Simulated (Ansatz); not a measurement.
**CH4AlCl: molecular dynamics (part 3 of 3)**

The same run, continued: CH4AlCl; RHF/def2-mTZVP (Ansatz 0.2.0). It belongs to a series of runs on one base structure; here: dynamics from the highest image of the converged band.

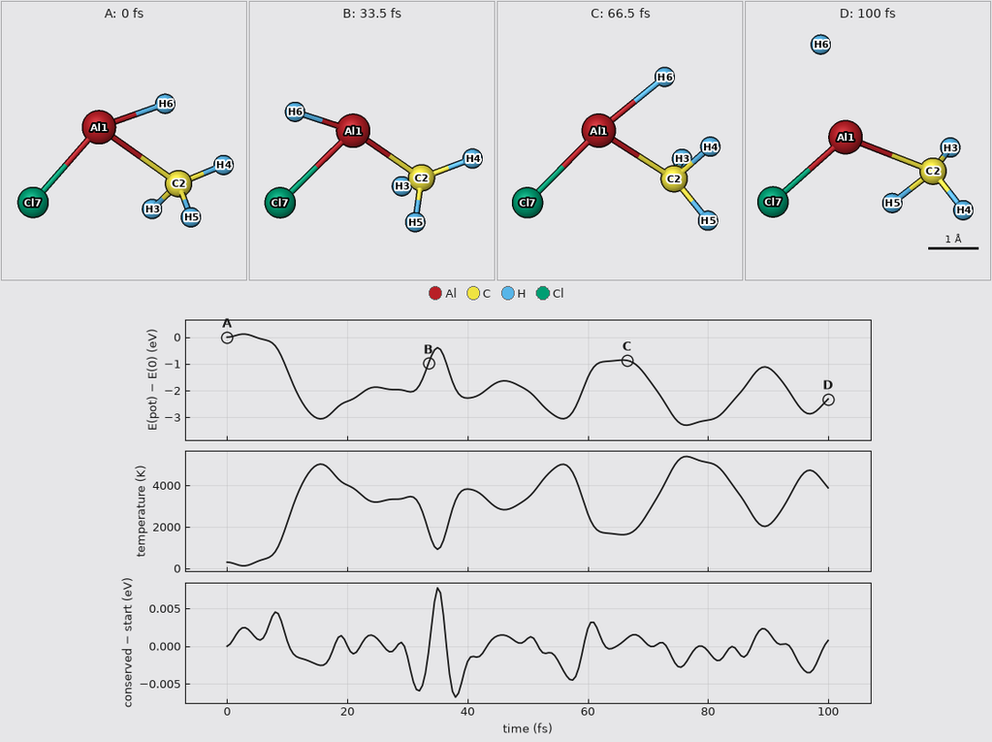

Frames of the molecular dynamics (ball-and-stick, seen at a tilt) above the curves, on which the letters mark them. The trajectory kept here has 201 frames over 100 fs. The temperature starts at 300 K, ranges from 128 to 5398 K and averages 3617 K over the second half. The potential energy ends 2.315 eV below its first value. The conserved quantity stays within 0.015 eV. After an unweighted best fit of the last frame on the first, the root-mean-square displacement is 1.21 Å.

```
Total energy: -20180.80018162 eV, -741.6307276370 hartree
Atom 0 at     0.392261    -0.098847    -0.262962 Å, force     3.032301    -2.261770    -0.163224 eV/Å
Atom 1 at     1.420787    -0.069392     1.610997 Å, force    -4.248217    -2.285512    -0.074610 eV/Å
Atom 2 at     1.984256    -0.998593     1.959254 Å, force     0.213214     2.170124    -0.971656 eV/Å
Atom 3 at     1.455282     0.851096     2.232971 Å, force     0.534396    -1.069047    -0.666719 eV/Å
Atom 4 at     0.357718    -0.548796     1.941875 Å, force     1.632057     1.254219    -0.121171 eV/Å
Atom 5 at     1.096971    -1.329909    -1.659753 Å, force    -1.160816     1.973376     1.992736 eV/Å
Atom 6 at    -1.581935     0.558263    -0.432801 Å, force    -0.002935     0.218610     0.004643 eV/Å
Dipole moment:     0.162900     0.148112     0.204350 e Å
```

Trajectory as extended XYZ (Å, eV, eV/Å), 14 of the 201 frames kept, from step=0 to step=200
```
7
Properties=species:S:1:pos:R:3:forces:R:3 step=0 time_fs=0.0 energy=-20178.48520 temperature=300.0
Al    0.4626   -0.0719   -0.5092    0.0057  -0.0047   0.0082
C     1.1526   -0.0333    1.5895    0.0073   0.0201  -0.0194
H     0.4563   -0.7295    2.0525   -0.0087  -0.0136   0.0063
H     2.1459   -0.2504    1.9602   -0.0011  -0.0053   0.0040
H     0.9062    0.9915    1.8632   -0.0004  -0.0030  -0.0046
H     1.8745   -0.3849    0.1058    0.0045   0.0028   0.0031
Cl   -1.5585    0.4785   -0.2809   -0.0073   0.0036   0.0025
7
Properties=species:S:1:pos:R:3:forces:R:3 step=15 time_fs=7.5 energy=-20178.69750 temperature=634.6
Al    0.4724   -0.0783   -0.4894    0.4449   0.1893   2.6050
C     1.1301   -0.0352    1.5793   -1.6685   2.6550  -1.6228
H     0.5755   -0.7794    2.0379   -1.2325  -1.2157   1.3988
H     2.1430   -0.1717    1.8095    1.3468  -0.0703   0.2077
H     0.8102    0.9975    1.8697    0.2615  -1.0037   0.3381
H     1.9407   -0.4062   -0.0756    0.5790  -0.3949  -2.2982
Cl   -1.5608    0.4836   -0.2829    0.2688  -0.1596  -0.6286
7
Properties=species:S:1:pos:R:3:forces:R:3 step=31 time_fs=15.5 energy=-20181.54404 temperature=5028.9
Al    0.4995   -0.0835   -0.4119    2.1970  -0.3594   1.4079
C     1.0557   -0.0158    1.5336    0.0029  -0.4260   1.0743
H     0.6377   -0.7992    2.2330    0.5329   0.3001  -1.3166
H     2.1536   -0.0680    1.6105   -0.5267  -0.0782   0.0634
H     0.7425    0.8634    2.1228    0.1814   0.0619  -0.9107
H     2.0530   -0.5559   -1.3943   -2.6831   0.7090   0.6990
Cl   -1.5596    0.4868   -0.2960    0.2957  -0.2074  -1.0173
7
Properties=species:S:1:pos:R:3:forces:R:3 step=46 time_fs=23.0 energy=-20180.48001 temperature=3388.2
Al    0.5555   -0.0926   -0.3106   -2.1221   0.1411  -3.8373
C     0.9844    0.0015    1.5051    3.6068  -2.8106   1.1923
H     0.7802   -0.9399    2.1234   -0.0008   1.4731  -1.1074
H     2.1147    0.0163    1.4517   -0.9545   0.1084   0.6702
H     0.7006    0.8464    2.0641   -0.6494   0.9051   0.2820
H     1.1235   -0.4357   -2.4621   -0.4103   0.3865   3.2705
Cl   -1.5533    0.4864   -0.3237    0.5304  -0.2035  -0.4703
7
Properties=species:S:1:pos:R:3:forces:R:3 step=62 time_fs=31.0 energy=-20180.51585 temperature=3434.6
Al    0.5720   -0.0986   -0.2814   -3.2791   0.6387  -3.3959
C     1.0308   -0.0133    1.5144    1.6738   0.7100  -0.4718
H     0.7431   -0.9577    1.8850   -0.4454  -0.6196   1.1596
H     2.0746    0.1563    1.6497    0.5982  -0.0870   0.6810
H     0.4801    0.8475    1.8527   -0.3120  -0.2765   0.5369
H    -0.0400   -0.1151   -1.8510    2.9663  -0.8348   0.1067
Cl   -1.5401    0.4834   -0.3594   -1.2018   0.4692   1.3836
7
Properties=species:S:1:pos:R:3:forces:R:3 step=77 time_fs=38.5 energy=-20180.59870 temperature=3560.5
Al    0.5418   -0.0935   -0.2958   -1.5547   0.3767  -0.8030
C     1.1446   -0.0229    1.5379   -2.5063   0.9289   0.1259
H     0.6942   -0.8756    1.9845    0.3461  -1.5634   0.2726
H     2.0234    0.2275    2.0821    0.5449   0.2447  -0.2233
H     0.2626    0.6261    1.8381    1.6219   0.2813  -0.1979
H    -0.0410   -0.2366   -1.7738    2.7834  -0.9221  -0.7877
Cl   -1.5465    0.4882   -0.3733   -1.2352   0.6539   1.6134
7
Properties=species:S:1:pos:R:3:forces:R:3 step=92 time_fs=46.0 energy=-20180.11945 temperature=2830.9
Al    0.4990   -0.0846   -0.3116    0.5550  -0.6183  -1.9503
C     1.2017   -0.0376    1.5832   -1.3429  -0.9620   1.3762
H     0.9193   -1.0696    2.0518    0.2445   1.9361  -0.9902
H     2.0063    0.3174    2.2589    0.3243  -0.4134  -1.7795
H     0.4199    0.6752    1.8898   -0.1967  -0.6175   0.1777
H     0.9395   -0.7387   -2.4997   -0.2842   0.8394   3.0742
Cl   -1.5716    0.5022   -0.3644    0.7001  -0.1644   0.0918
7
Properties=species:S:1:pos:R:3:forces:R:3 step=108 time_fs=54.0 energy=-20181.34129 temperature=4717.8
Al    0.4652   -0.0881   -0.3687    2.7261  -1.0105   0.8594
C     1.2027   -0.0478    1.6374    1.4870  -1.3334  -3.1710
H     1.1519   -1.1051    1.9731    0.0635   0.9533   0.0651
H     2.2807    0.3112    1.6871   -1.8010  -0.4119   0.1457
H     0.4957    0.5558    2.1093   -0.5684   0.8582   1.3298
H     1.8583   -0.8204   -1.6044   -2.4675   1.1735   1.3493
Cl   -1.5890    0.5152   -0.3525    0.5603  -0.2292  -0.5783
7
Properties=species:S:1:pos:R:3:forces:R:3 step=123 time_fs=61.5 energy=-20179.49667 temperature=1868.9
Al    0.4707   -0.1046   -0.3973   -2.4902   0.9645   4.5125
C     1.1838   -0.0572    1.5907   -2.8388   1.3204   0.0966
H     1.3296   -1.0098    1.9795    0.4113  -2.3113   0.0435
H     2.1309    0.2462    1.2123    0.9722   0.9878   1.0992
H     0.7687    0.4192    2.5121    0.6475   0.5767  -1.1564
H     1.8674   -0.4572   -0.2910    2.5613  -1.2166  -3.4630
Cl   -1.5956    0.5237   -0.3504    0.7367  -0.3214  -1.1323
7
Properties=species:S:1:pos:R:3:forces:R:3 step=138 time_fs=69.0 energy=-20179.73148 temperature=2229.9
Al    0.4617   -0.1104   -0.3409    1.8580   0.2946   2.9156
C     1.1077   -0.0683    1.5429    3.1707   0.2893   1.5601
H     1.5423   -1.1028    1.7388   -0.7697   1.0989  -0.1498
H     2.0477    0.4364    1.2558    0.0713  -0.4242  -0.8882
H     1.2282    0.4812    2.5286   -2.4278  -1.0182  -0.6967
H     2.2878   -0.4576   -0.5478   -2.5441   0.0974  -1.6758
Cl   -1.5916    0.5273   -0.3646    0.6417  -0.3378  -1.0652
7
Properties=species:S:1:pos:R:3:forces:R:3 step=154 time_fs=77.0 energy=-20181.76374 temperature=5370.8
Al    0.4805   -0.1095   -0.2261   -0.8514   0.1710  -2.7090
C     1.1361   -0.0580    1.5122    1.6995  -1.1786   0.0588
H     1.5910   -1.1141    1.4996   -0.5426   1.5198   1.0550
H     2.0057    0.5499    1.1229   -0.4229  -0.1074   1.6125
H     0.6385    0.2725    2.4729    1.0699  -0.5504  -1.6722
H     1.5090   -0.4439   -1.6936   -1.4197   0.3790   2.0539
Cl   -1.5768    0.5258   -0.3969    0.4672  -0.2333  -0.3990
7
Properties=species:S:1:pos:R:3:forces:R:3 step=169 time_fs=84.5 energy=-20180.78735 temperature=3861.7
Al    0.4818   -0.1045   -0.1679   -2.9553   0.0114  -5.6363
C     1.2175   -0.0710    1.4802    2.9040   0.2663   0.0106
H     1.6467   -0.9791    1.7841    0.9613  -1.0829   0.3189
H     1.9753    0.7325    1.5586   -1.0250  -0.3710   0.7154
H     0.3271   -0.0350    2.0015   -1.4385   1.1918   1.8629
H     0.0941   -0.2786   -1.8741    2.6038  -0.6301   1.2181
Cl   -1.5570    0.5214   -0.4323   -1.0504   0.6144   1.5104
7
Properties=species:S:1:pos:R:3:forces:R:3 step=185 time_fs=92.5 energy=-20180.18911 temperature=2936.8
Al    0.4319   -0.0990   -0.2089    0.6336   0.2598   0.7121
C     1.3653   -0.0942    1.5222   -3.2609   2.0929   0.3066
H     1.8159   -0.8758    2.0423    0.4453  -1.8718  -0.0278
H     1.5403    0.7194    2.2177    1.1420   1.0224  -1.1443
H     0.2696   -0.0265    1.8357    0.5570  -1.3897   0.3473
H    -0.0475   -0.5270   -1.5602    2.4303  -1.7226  -1.8991
Cl   -1.5558    0.5294   -0.4456   -1.9474   1.6089   1.7052
7
Properties=species:S:1:pos:R:3:forces:R:3 step=200 time_fs=100.0 energy=-20180.80018 temperature=3883.1
Al    0.3923   -0.0988   -0.2630    3.0323  -2.2618  -0.1632
C     1.4208   -0.0694    1.6110   -4.2482  -2.2855  -0.0746
H     1.9843   -0.9986    1.9593    0.2132   2.1701  -0.9717
H     1.4553    0.8511    2.2330    0.5344  -1.0690  -0.6667
H     0.3577   -0.5488    1.9419    1.6321   1.2542  -0.1212
H     1.0970   -1.3299   -1.6598   -1.1608   1.9734   1.9927
Cl   -1.5819    0.5583   -0.4328   -0.0029   0.2186   0.0046
```

The run was set up as follows.

Input file
```yaml
crystal:
  periodic: [false, false, false]
  atoms:
    - { symbol: Al, position_ang: [0.462561, -0.071874, -0.509244] }
    - { symbol: C, position_ang: [1.152557, -0.033304, 1.589547] }
    - { symbol: H, position_ang: [0.456305, -0.729494, 2.052462] }
    - { symbol: H, position_ang: [2.145916, -0.250423, 1.960226] }
    - { symbol: H, position_ang: [0.906177, 0.991507, 1.86319] }
    - { symbol: H, position_ang: [1.87454, -0.38492, 0.105761] }
    - { symbol: Cl, position_ang: [-1.558457, 0.478508, -0.280943] }
basis:
  gaussian: { orbitals: def2-mTZVP }
hamiltonian:
  xc: hf
md:
  timestep: 0.5
  n_steps: 200
  ensemble: nve
  temperature: 300.0
  initial_velocities: maxwell_boltzmann
  seed: 3203
```

Run as:
```bash
ansatz run input.yaml --threads 1 --pin off --max-ram 2048MiB --backend cpu --events-out ev --progress --plain --runs-dir out
```

Summary

| quantity | value |
| --- | --- |
| outcome | finished |
| mean temperature over the second half | 3617 K |
| trajectory | 200 steps, 100 fs |
| ensemble | nve |
| temperature in the input | 300.0 K |
| time step | 0.5 fs |
| potential energy (last step) | −20180.8002 eV |
| mean-field energy (last step) | −20180.8002 eV |
| largest force (length of the vector) (last step) | 4.825 eV/Å |
| hardware | 1 thread of Arm Neoverse V2, 24 GiB of memory available, shared host |
| wall time | 2.7 min |
| peak memory | 0.14 GiB |

So short a trajectory is not equilibrated.
